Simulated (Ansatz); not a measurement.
# Does disorder add resistance in series? Rh(111) layers displaced at 273 K

Two lengths of the disordered region are known. What area resistance does the third give?

Set-up. Ansatz 0.2.0, plane waves with PAW datasets at their recommended cutoffs (420 eV for most), Fermi-Dirac smearing; ballistic transmission by layer matching. The area resistance is RA = A (h/2e²)(1/T − 1/N), with T the zone-mean transmission per spin and N the lead's channels, both averaged over a few energies near the Fermi level; for magnets each spin is taken apart, with h/e², and the two conduct in parallel. Lateral cell 2x2, PBE, a fresh random draw for each length. Atoms are displaced independently, by 0.0426 Å r.m.s. per direction; each RA is scaled by the nominal over the drawn mean square displacement.

The runs, with one result withheld:

| length (Å) | channels N | RA (fΩ m²) |
| --- | --- | --- |
| 8.78 | 7.000 | 0.0484 |
| 17.6 | 7.000 | 0.0775 |
| 26.3 | 7.000 | ? |

**Fit on the rows shown.**

Ohm's law makes RA linear in the length: the slope is (0.0775 − 0.0484)/(17.6 − 8.78) = 3.32×10⁻³ fΩ m² per Å, or 3.3 µΩ cm. Then 0.0775 + 3.32×10⁻³ × 8.78. Predicted: 0.107 fΩ m².

Check against the run:

0.132 fΩ m², so the prediction is 19 % too low. The three lengths together give 4.8 µΩ cm. Single draws scatter; these runs don't part the causes of the miss, and leave the question open.

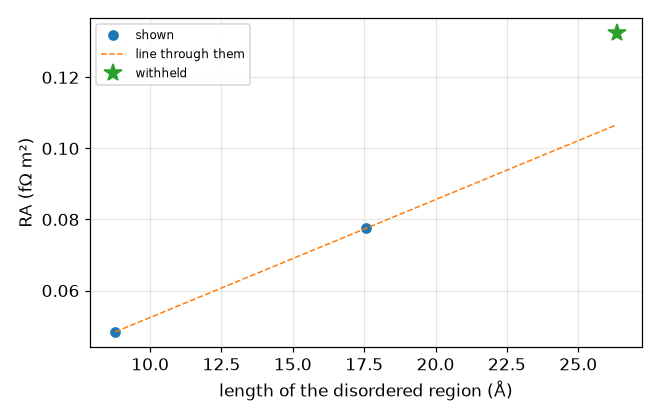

Area resistance against length.

Caveats: The scatterers repeat sideways with the small cell. The slope is a raw one; a model of isotropic scattering puts it 1.11 times the bulk value over these lengths.
